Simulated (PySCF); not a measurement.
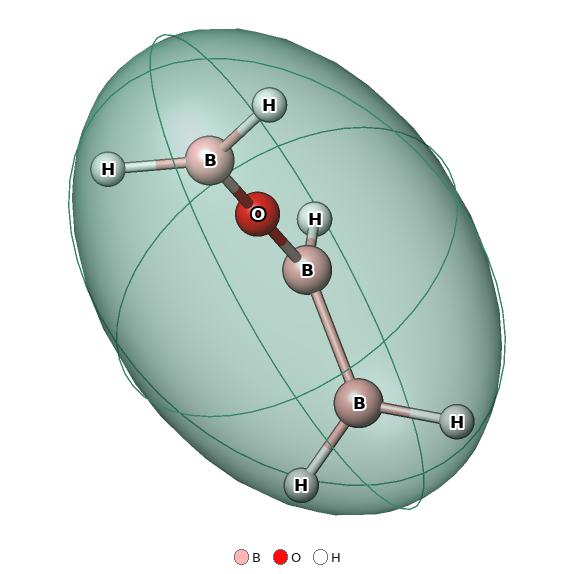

The ellipsoid shows the static dipole polarisability: its half-axes are proportional to the principal values. Computed geometry: PBE0-D3(BJ)/def2-SVP optimisation. No frequency run is at hand to confirm it as a minimum. Method: PBE0/def2-TZVPD (PySCF 2.14.0).

Give the principal values, the mean and the anisotropy.

Principal values 43.5, 44.4, 68.7 bohr³; mean 52.2 bohr³ (7.74 Å³); anisotropy 24.7 bohr³, so the longest axis is 1.58 times the shortest.
